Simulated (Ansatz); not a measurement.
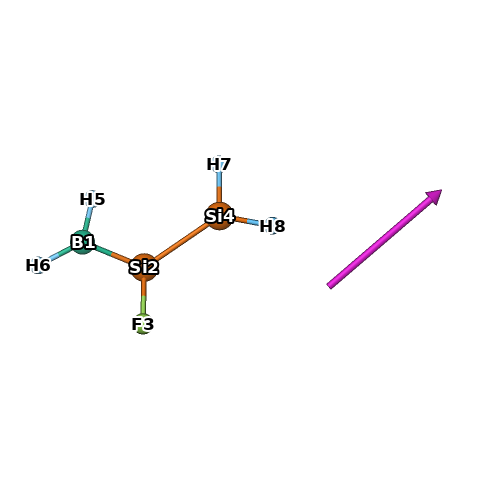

The arrow beside the molecule shows the direction of the dipole moment, from the negative to the positive end (its length means nothing). The computed structure is the end point of a PBE0-D4/def2-TZVP optimisation. No frequency run is at hand to confirm it as a minimum. Level of theory: RKS PBE0-D4/def2-TZVP (Ansatz 0.2.0).

### How large is the dipole moment?

1.56 D; it points from the side of H6 to the side of H7, H8 (the outermost atoms at the two ends).
